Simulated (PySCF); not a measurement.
Ga(H)(Vi)2, C₄H₇Ga, SMILES C=[CH][GaH][CH]=C, B3LYP/def2-SVP optimised geometry. Atoms within 1.6 Å of the plane z = 0.0 Å (x, y, z in Å): Ga1 (0.23, 0.00, 0.00), H2 (1.81, 0.00, 0.00), C3 (-0.71, 1.73, 0.00), C4 (-0.04, 2.89, 0.00), H5 (-1.81, 1.78, 0.00), H6 (-0.54, 3.87, 0.00), H7 (1.06, 2.93, 0.00), C8 (-0.71, -1.73, 0.00), C9 (-0.04, -2.89, 0.00), H10 (-1.81, -1.78, 0.00), H11 (-0.54, -3.87, 0.00), H12 (1.06, -2.93, 0.00).

Level of theory: B3LYP/def2-TZVP run with PySCF. Cells within 0.4 Å of a nucleus heavier than hydrogen are left out (blank, or x).

Map of the Laplacian of the electron density (e/bohr⁵), clipped to [-1.50, 1.50] on the plane z = 0.0 Å:

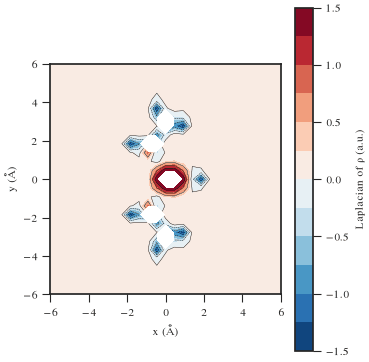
Figure: Laplacian of the electron density (e/bohr⁵), clipped to [-1.50, 1.50] on the plane z = 0.0 Å.
